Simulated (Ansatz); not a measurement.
CH8GeN···H

Input

```
crystal:
  periodic: [false, false, false]
  atoms:
    - {symbol: Ge, position_ang: [-0.723760, -0.093017, 0.029743]}
    - {symbol: N, position_ang: [0.592443, -0.935041, 1.290417]}
    - {symbol: H, position_ang: [-1.260558, -1.484670, -0.480286]}
    - {symbol: H, position_ang: [-1.920809, 0.524829, 0.762533]}
    - {symbol: C, position_ang: [0.031695, 0.750812, -1.553927]}
    - {symbol: H, position_ang: [0.779828, 0.199320, 1.496639]}
    - {symbol: H, position_ang: [0.391769, 1.274928, 1.119220]}
    - {symbol: H, position_ang: [0.196478, -1.497690, 2.037838]}
    - {symbol: H, position_ang: [1.349734, -1.446342, 0.846798]}
    - {symbol: H, position_ang: [0.069770, 1.829421, -1.415697]}
    - {symbol: H, position_ang: [1.050712, 0.386544, -1.697592]}
    - {symbol: H, position_ang: [-0.557400, 0.491006, -2.435685]}
basis:
  gaussian: {orbitals: def2-TZVPP}
hamiltonian: {xc: pbe0, dispersion: d4}
output: {orbitals: {seedname: orbitals}}
```

Run with:

```sh
ansatz run in.yaml --threads 4 --pin off --events-out ev --progress --plain --max-ram 9574MiB
```

A transition-state structure; geometry: PBE0-D4/def2-TZVP.

Theory: RKS PBE0-D4/def2-TZVPP (Ansatz 0.2.0).

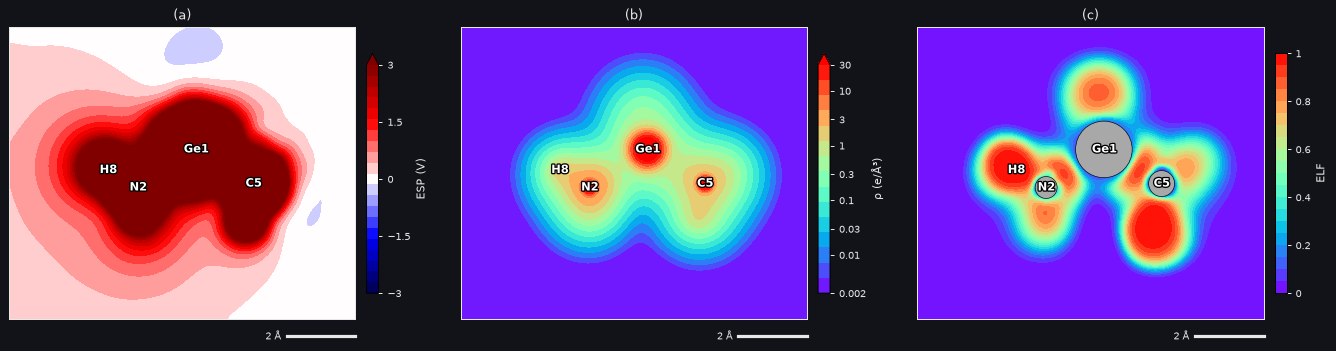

Figure 1. (a) electrostatic potential; (b) electron density; (c) electron localisation function on the plane of atoms N2, Ge1 and C5. Grey discs cover the atomic cores in the ELF map.

### Interpret the plot.

- The plane passes through Ge, N, C and H nuclei.
- C–Ge (1.95 Å): ρ is about 0.89 e/Å³ halfway; the ELF peaks at about 0.90 between the atoms; localised, covalent bonding.
- Ge–N (2.01 Å): ρ is about 0.69 e/Å³ halfway; the ELF peaks at about 0.90 in the valence shell of N, 0.7 Å from its nucleus, and is about 0.55 at the midpoint.
- N–H (1.02 Å): ρ is about 2.9 e/Å³ halfway; the ELF climbs to about 1 towards the hydrogen, as it does in any bond to H: an ordinary covalent bond to hydrogen.
- The potential has no marked negative region in this plane.

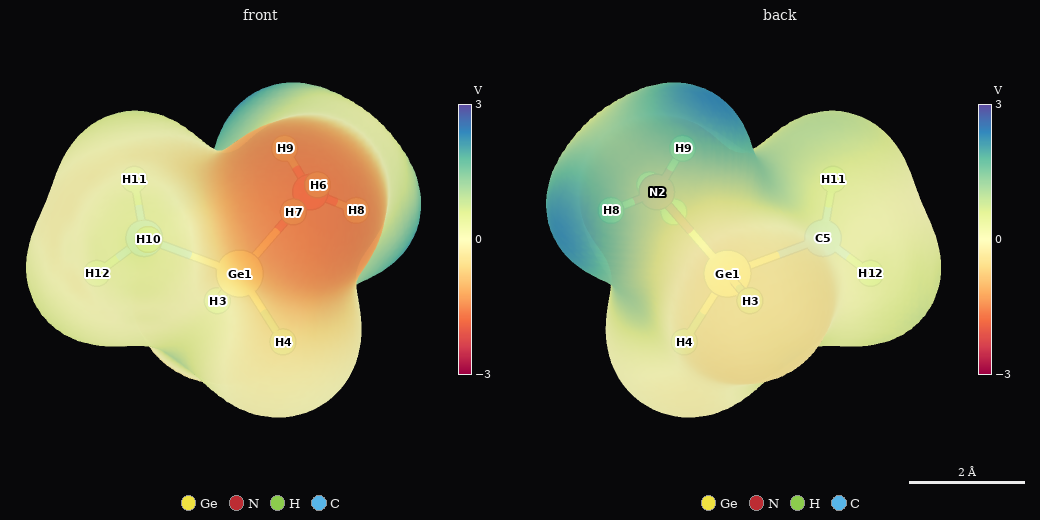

Figure 2. The molecular electrostatic potential painted on the density surface at 0.002 e/bohr³, seen from the front and from behind; the colour scale runs from red (negative) to blue (positive).

### Which sites attract a positive test charge, and which a negative one?

A positive charge is drawn to the negative regions and a negative charge to the positive ones. The most negative region (about −1.7 V) lies over H7, the most positive (about +2.3 V) over H8 and H9.

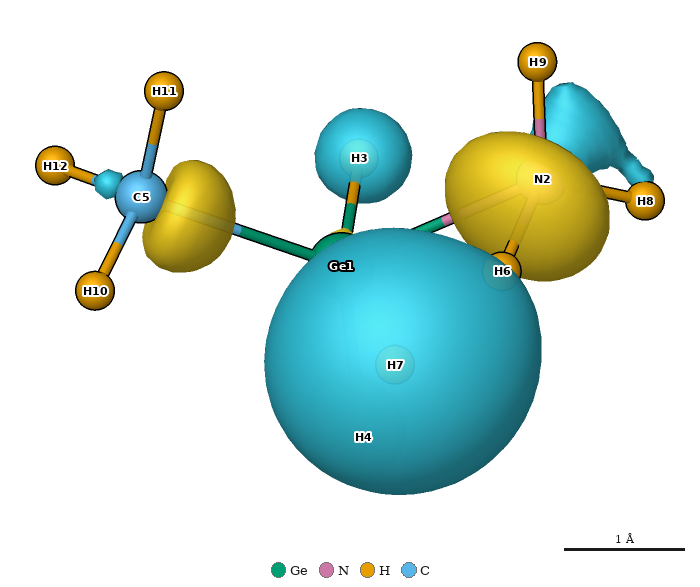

Figure 3. The HOMO at ±0.15 Å⁻³ᐟ² (yellow and cyan are the two phases), seen from one side.

### Describe this orbital and give its energy.

By Hirshfeld shares it lies mainly on H7 (about 45 %), Ge1 (about 15 %), N2 (about 15 %) and H6 (about 10 %). Its energy is −5.81 eV.
